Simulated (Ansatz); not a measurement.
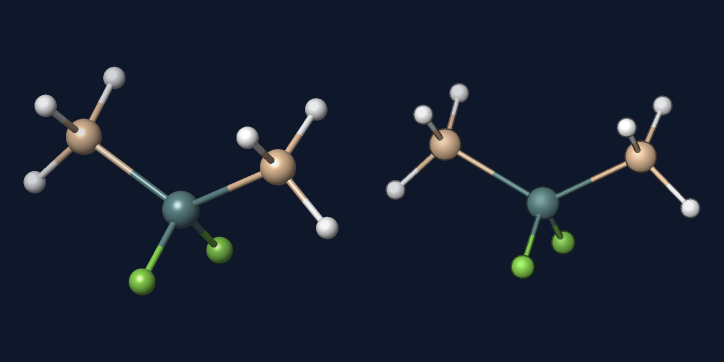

Two views of one molecule. Colours: fluorine green, germanium teal, silicon light orange, hydrogen white.

What does the picture show?

The molecule is F2GeH6Si2. As SMILES it reads `[F][Ge]([F])([SiH3])[SiH3]`. Among its groups: Si–H bond. This geometry has C2v symmetry. Coordination, clear cases only: 2 Si tetrahedral.

More results for the same structure follow; atom numbers are the same in all pictures, views and colours differ. The geometry was computed by an optimisation with PBE0-D4/def2-TZVP.

**Geometry**

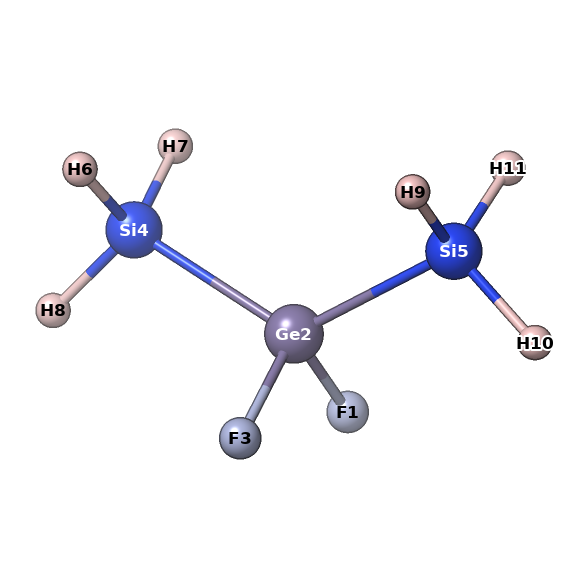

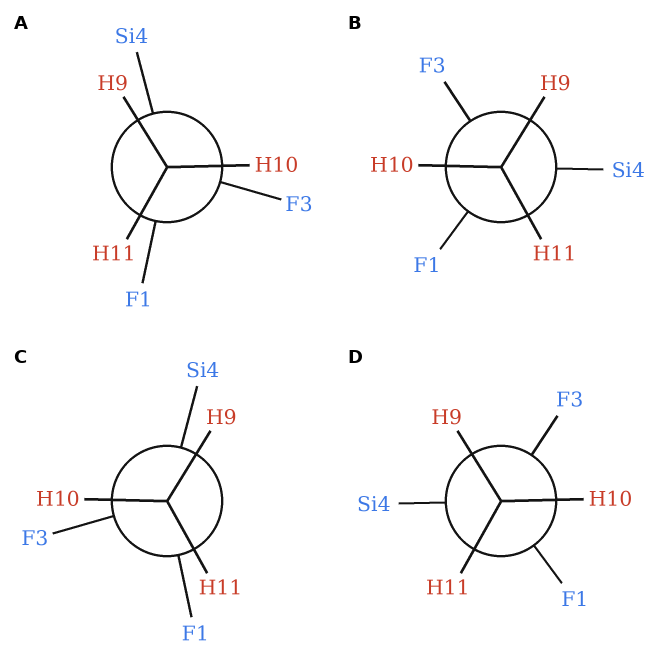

Depth is shown by fading: the farther an atom, the more it takes the colour of the background. Bonds that would overlap in a projection are set slightly apart.

Question: Which Newman projection shows the view along Si5–Ge2, with Si5 in front?

Answer: B. The torsion angle H9–Si5–Ge2–Si4 is 60°, synclinal (gauche).

**Vibrations**

Harmonic vibrations computed with RKS PBE0-D4/def2-TZVP (Ansatz 0.2.0) at a stationary point of the same level.

Question: List the wavenumbers.

Answer: 27 modes: 70, 76, 77, 108, 124, 179, 228, 319, 377, 485, 491, 521, 523, 681, 689, 838, 873, 928, 932, 932, 935, 2228, 2231, 2245, 2246, 2255, 2256 cm⁻¹.

**Levels of theory compared**

Program: Ansatz 0.2.0.

Tabulate dipole (D) at these levels: B3LYP-D4/def2-TZVPP; PBE-D4/def2-TZVPP; PBE0-D4/def2-TZVP; r2SCAN-D4/def2-TZVPP; ωB97M-V/def2-TZVPP.

```tsv
level	dipole (D)
B3LYP-D4/def2-TZVPP	3.06
PBE-D4/def2-TZVPP	2.83
PBE0-D4/def2-TZVP	3.05
r2SCAN-D4/def2-TZVPP	2.96
ωB97M-V/def2-TZVPP	3.08
```

**Charges**

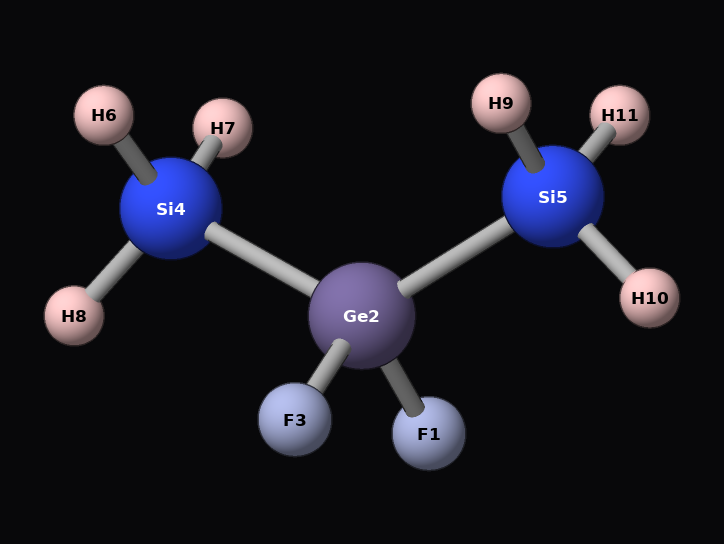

The questions are on Mulliken charges. Properties computed with RKS B3LYP-D4/def2-TZVPP (Ansatz 0.2.0).

Give the Mulliken charges atom by atom.

```tsv
atom	value (e)
F1	−0.39
Ge2	0.80
F3	−0.39
Si4	0.09
Si5	0.09
H6	−0.04
H7	−0.04
H8	−0.03
H9	−0.04
H10	−0.03
H11	−0.04
```

Mulliken values depend strongly on the basis set and can even reverse the polarity of a bond.
